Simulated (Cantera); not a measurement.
Feed: 1 mol Si₃N₄, 54 mol H₂, 1.5 mol O₂, equilibrated at 0.000120 bar.

Equilibrium computed with Cantera from the NASA thermochemical tables; the gas is ideal and each condensed phase is pure. Candidate condensed phases: H₂O, Si, SiO₂, Si₂N₂O, Si₃N₄; 35 gas species. Mutual solubility and eutectic melting of coexisting phases are not modelled. The tables hold silica as quartz up to 1696 K and as liquid above; real silica turns to tridymite and cristobalite and melts near 1996 K. Kinetics and transport are ignored.

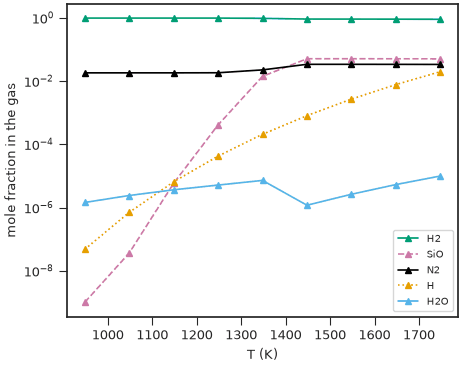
Figure: Equilibrium gas composition (values under 1e-9 drawn at 1e-9)

From 948 K to 1348 K the condensed part is SiO₂(β-quartz) + Si₂N₂O(s). From 1448 K to 1748 K nothing is condensed.
